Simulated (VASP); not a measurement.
Consider the following.

```xyz
3
Lattice="2.2906 -3.9674 0.0000 2.2906 3.9674 0.0000 0.0000 0.0000 7.0288" Properties=species:S:1:pos:R:3 pbc="T T T"
Pb     0.0000     0.0000     0.0000
I      2.2906     1.3225     1.8893
I      2.2906    -1.3225     5.1395
```

Level of theory: rev-vdW-DF2, VASP's PBE PAW potentials (set 64) (plane waves; VASP). Numerical set-up: 520 eV cut-off, 6×6×4 Γ-centred mesh, tetrahedra with Blöchl corrections, potentials Pb_d I.

Unless said otherwise, spin-orbit coupling is left out, though it shifts the bands of the heavy elements here.

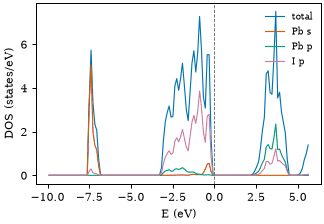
Fig. 1. Total and projected density of states, zero at the valence-band maximum

Within 2 eV below the valence-band maximum the largest weight inside VASP's projection spheres is I p.

The gap is direct, 2.13 eV, from the valence maximum at A to the conduction minimum at A.

The compound is PbI2 in the 1T layered structure. It was relaxed first.
